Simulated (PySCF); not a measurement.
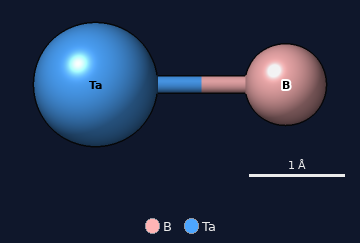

Fig. 1: The input geometry (ball-and-stick view, seen on its broad side). Sticks mark near contacts. Bond lengths as drawn: B–Ta 2.00 Å.

Single-point calculation of TaB

TaB, multiplicity 5, SMILES [B][Ta], computed with UKS PBE0-D4/def2-TZVPP (PySCF 2.14.0).

## What the program printed
```
step  E = -81.55296948 Eh   largest gradient = 1.01e-02 Eh/bohr
step  E = -81.55319378 Eh   largest gradient = 3.83e-03 Eh/bohr
step  E = -81.55322675 Eh   largest gradient = 2.39e-04 Eh/bohr
step  E = -81.55322688 Eh   largest gradient = 5.20e-06 Eh/bohr
relaxation converged; final geometry (angstrom):
B          -0.00004758        0.00000398        0.05886022
Ta          0.00003117        0.00000103        2.03530042
converged SCF energy = -81.5532268718672  <S^2> = 6.0541437  2S+1 = 5.0216108
<class 'pyscf.dft.uks.UKS'> wavefunction has an internal instability
converged SCF energy = -81.5532268118318  <S^2> = 6.0541072  2S+1 = 5.0215962
<class 'pyscf.dft.uks.UKS'> wavefunction is stable in the internal stability analysis
Total energy: -81.55322681 Eh
Dipole moment(X, Y, Z, Debye):  0.00014,  0.00001,  3.73011
```

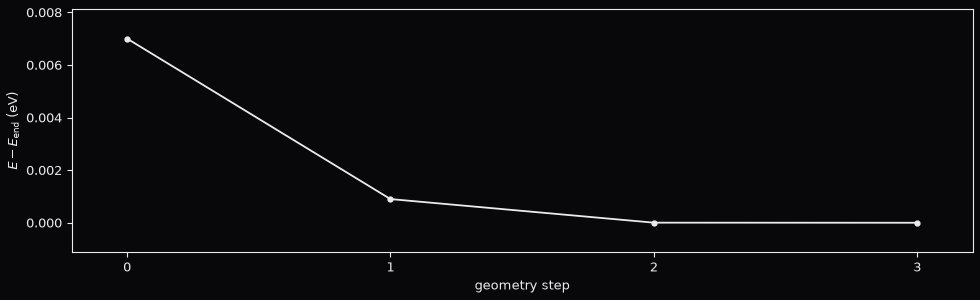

Fig. 2: Progress of the relaxation, step by step (steps are counted from 0). After 3 geometry steps the energy has fallen by 0.007 eV. The largest moves after the best rigid fit, 0.013 Å, are those of B1 and Ta2. Largest moves by element: B 0.013 Å, Ta 0.013 Å. Among the contacts that change: B1–Ta2 2.003 → 1.976 Å. (Atoms are counted from 1 in the order of the input.)

The run was set up as follows.

## The input
```python
import json, numpy as np
from pyscf import gto, scf, dft, mp, cc, lib
mol = gto.M(atom="""
B     -0.000048     0.000004     0.045851
Ta     0.000032     0.000001     2.048735
""", basis='def2-TZVPP', ecp={'Ta': 'def2-TZVPP'}, charge=0, spin=4, verbose=3, max_memory=4000)
def mean_field(mol):
    mf = dft.UKS(mol, xc='pbe0')
    mf.grids.level = 3
    mf.disp = "d4"
    mf.conv_tol = 1e-9; mf.chkfile = None; mf.max_cycle = 100
    return mf
last = {}
def solved(mol):
    mf = mean_field(mol); mf.kernel(last.get('dm'))
    if not mf.converged: mf = mf.newton().run(mf.mo_coeff, mf.mo_occ).undo_soscf()
    for _ in range(2 if mol.verbose or not last else 0):   # follow an internal instability downhill
        mo, _, stable, _ = mf.stability(return_status=True)
        if stable: break
        mf.kernel(mf.make_rdm1(mo, mf.mo_occ))
        if not mf.converged: mf = mf.newton().run(mf.mo_coeff, mf.mo_occ).undo_soscf()
    assert mf.converged
    last['dm'] = mf.make_rdm1()
    return mf
out = {}
def energy(mol, gradient=False):
    mf = out['mf'] = solved(mol)
    e = mf.e_tot
    out.update(e=e, ref=mf.e_tot)
    if not gradient: return e
    return e, mf.nuc_grad_method().kernel()
from pyscf.geomopt import as_pyscf_method, geometric_solver
def step(mol):
    mol.verbose = 0; e, g = energy(mol, True)
    print('step  E = %.8f Eh   largest gradient = %.2e Eh/bohr' % (e, abs(g).max()), flush=True); out.setdefault('path', []).append(e)
    return e, g
done, mol = geometric_solver.kernel(as_pyscf_method(mol, step), maxsteps=150, convergence_gmax=3.9e-05, convergence_grms=2.6e-05, convergence_dmax=0.002, convergence_drms=1.3e-03, convergence_energy=1e-06, logIni='quiet.ini')
assert done
print('relaxation converged; final geometry (angstrom):')
print(mol.tostring('raw'))
mol.verbose = 3
print('Total energy: %.8f Eh' % energy(mol))
mf = out.pop('mf')
out['s2'] = mf.spin_square()[0]
out['dipole'] = mf.dip_moment(unit='Debye').tolist()
out['x'] = mol.atom_coords(unit='angstrom').tolist()
json.dump(out, open('result.json', 'w'))
```

Command:
```bash
OMP_NUM_THREADS=2 python input.py
```

## Results in brief

- outcome: converged
- total energy: −2219.1764 eV
- ⟨S²⟩: 6.054
- SCF solution under orbital rotations: stable
- hardware: 2 threads of AMD EPYC (Zen 3), 189 GiB of memory available, shared host
- wall time: 1.8 min (CPU time 4.1 min)
- peak memory: 0.58 GiB
